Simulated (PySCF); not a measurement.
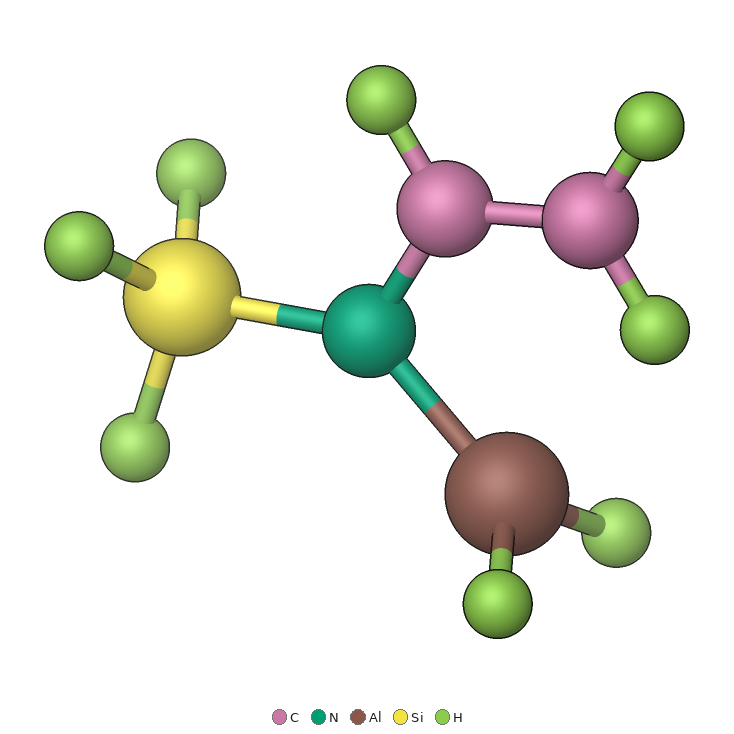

The computed structure is the end point of a GFN2-xTB optimisation. No frequency run is at hand to confirm it as a minimum. Level of theory: PBE0/def2-SVPD, gas phase (PySCF 2.14.0). Excitations: vertical, linear response.

Predict the main results.

The species is C₂H₈AlNSi (`C=C[N]([AlH2])[SiH3]`).
- dipole moment: 0.92 D
- HOMO energy (Kohn–Sham orbital): −6.39 eV
- LUMO energy (Kohn–Sham orbital): −1.03 eV
- HOMO–LUMO gap: 5.35 eV
- mean static polarisability: 85.5 bohr³
- lowest vertical singlet excitation: 4.07 eV
- its oscillator strength: 0.002
- brightest of the 8 lowest singlets: 5.62 eV
- its oscillator strength: 0.20

The geometry is semi-empirical. Around Al, Si such bond lengths and angles can be off by a tenth of an ångström or more and by several degrees, and values that hang on the shape move with them.
